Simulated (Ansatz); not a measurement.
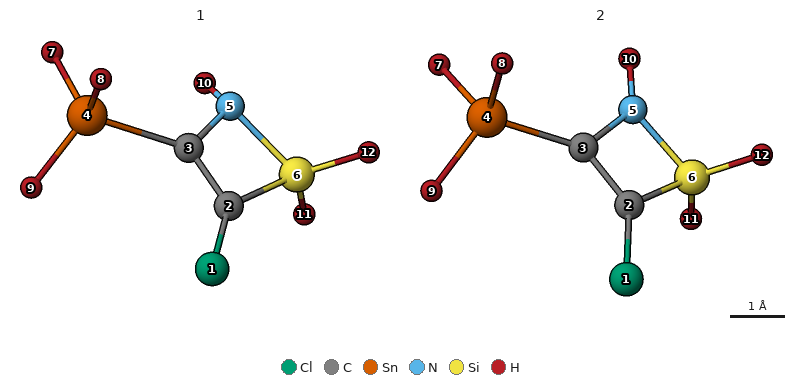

Two geometries of C$_{2}$H$_{6}$ClNSiSn, drawn at one scale. One is the start of a relaxation, the other its converged end. Style: ball-and-stick. Shown at a tilt.

These are results of Ansatz, RKS BHLYP-D4/def2-SVP, not measurements. Set-up: no spin polarisation; force threshold 0.015 eV/Å; at most 40 steps.

Question: Which of the two is the end point?

Answer: Structure 1 is the relaxed one. The run prepares an end point of a later path (torsion) calculation, from a guessed geometry. The energy falls by 121.1 kJ/mol in 14 accepted moves (17 points after the start). Largest force component: 4.8 eV/Å at the start, 0.0069 eV/Å at the end. The line search rejected the trial steps at points 9, 12, 14 of the run. H10 moves most after the best rigid fit: 0.68 Å. By element the largest moves are H 0.68 Å, Cl 0.39 Å, Si 0.10 Å, C 0.10 Å, N 0.09 Å, Sn 0.07 Å. Among the contacts that change: C3–Sn4 2.027 → 2.152 Å, C2–Si6 1.737 → 1.853 Å, N5–Si6 1.676 → 1.775 Å, C3–N5 1.508 → 1.422 Å. Among the angles between lasting bonds that change: C3–N5–H10 133.0° → 118.2°, Cl1–C2–Si6 131.8° → 143.6°, H11–Si6–H12 120.1° → 109.1°. Cost: 87 s on 2 threads of Intel(R) Xeon(R) Platinum 8488C (Sapphire Rapids) (shared host), peak memory 0.45 GiB.
